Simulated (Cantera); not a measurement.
A closed system holds: 1 mol Al, 0.83 mol N₂O, 310 mol N₂, at 36.0 mbar.

Cantera equilibrium calculation (NASA polynomials, part measured and part estimated; ideal gas, pure solids and liquids). Candidate condensed phases: Al, AlN, Al₂O₃; 16 gas species. Mutual solubility and eutectic melting of coexisting phases are not modelled. Condensed phases not in the tables: aluminium oxynitride. Rates play no part.

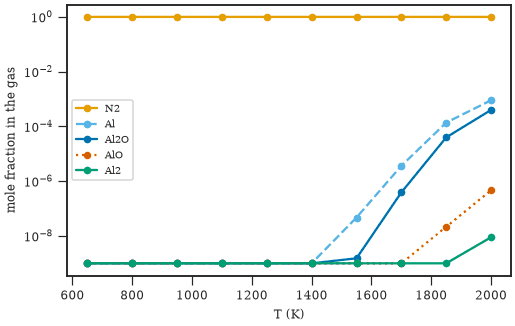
Equilibrium gas composition (values under 1e-9 drawn at 1e-9)

From 650 K to 1850 K the condensed part is AlN(s) + Al₂O₃(s). At 2000 K the condensed part is Al₂O₃(s).
